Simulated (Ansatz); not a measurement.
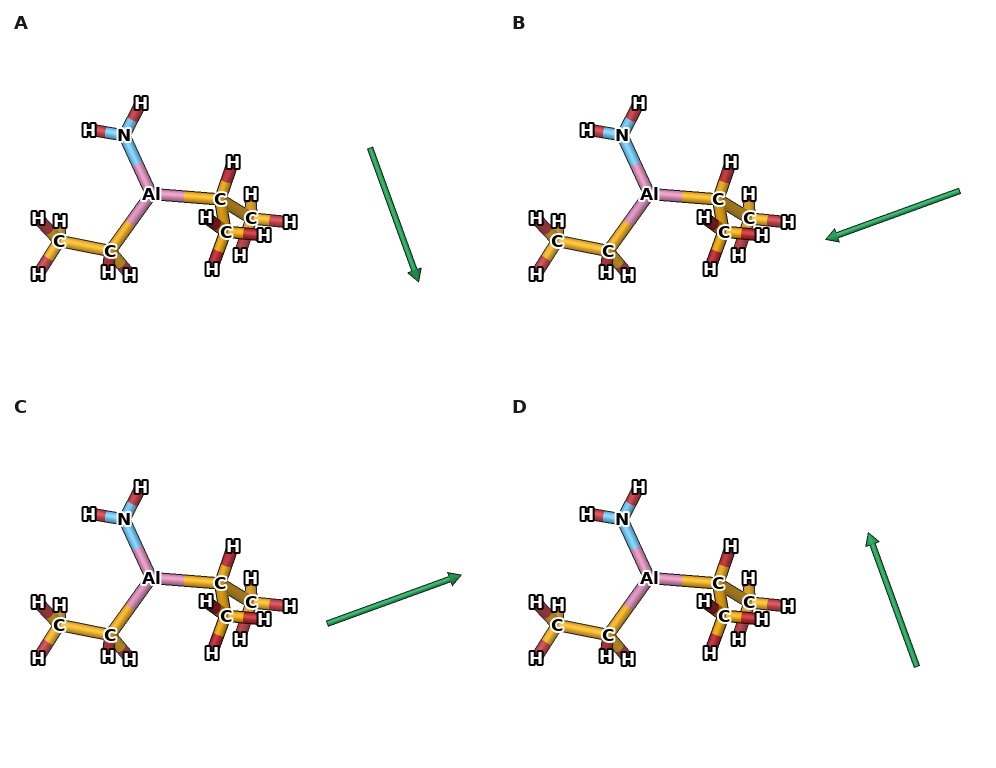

The same molecule four times, each with an arrow. The geometry was computed by an optimisation with PBE-D4/def2-SVP. No frequency run is at hand to confirm it as a minimum. Level of theory: RKS PBE-D4/def2-SVP (Ansatz 0.2.0).

> Which arrow points along the dipole moment, from the negative to the positive end?

D. The dipole moment is 1.03 D.
